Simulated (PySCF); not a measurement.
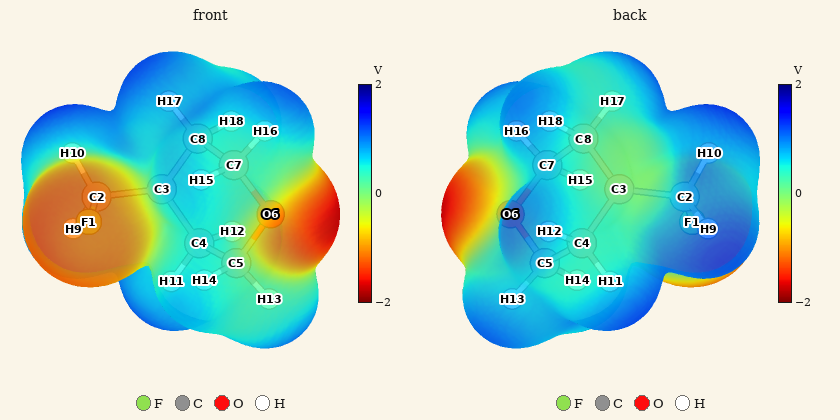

The picture shows: C6H10FO (SMILES FC[C]1CCOCC1) (doublet). The electrostatic potential painted on the density surface at 0.004 e/bohr³, seen from the front and from behind; the colour scale runs from red (negative) to blue (positive).

Geometry: GFN2-xTB.

Theory: UKS B3LYP, pcH-1 on C F H O, non-relativistic, mean-field spin-orbit, GIAO (PySCF 2.14.0, density-fitted response routines).

| atom | x (Å) | y (Å) | z (Å) |
| --- | --- | --- | --- |
| F | -1.1529 | -0.3594 | 2.0672 |
| C | -1.6511 | -0.8177 | 0.8270 |
| C | -0.7517 | -0.4681 | -0.2907 |
| C | 0.5127 | -1.2180 | -0.4934 |
| C | 1.6725 | -0.3814 | 0.1190 |
| O | 1.6963 | 0.9142 | -0.4156 |
| C | 0.5188 | 1.6258 | -0.1465 |
| C | -0.7065 | 0.9252 | -0.7993 |
| H | -1.7570 | -1.8998 | 0.9518 |
| H | -2.6331 | -0.3450 | 0.7290 |
| H | 0.4885 | -2.1991 | -0.0206 |
| H | 0.7233 | -1.3349 | -1.5602 |
| H | 2.6385 | -0.8296 | -0.1212 |
| H | 1.5424 | -0.3458 | 1.2099 |
| H | 0.3496 | 1.6971 | 0.9372 |
| H | 0.6604 | 2.6252 | -0.5624 |
| H | -1.6123 | 1.4817 | -0.5617 |
| H | -0.5472 | 0.9359 | -1.8811 |

Where is the surface potential most negative and most positive?

Answer. The most negative region (about −1.7 V) lies over O6, the most positive (about +1.2 V) over H9, H10, H11 and H17. O6 is the likeliest acceptor of a hydrogen bond.
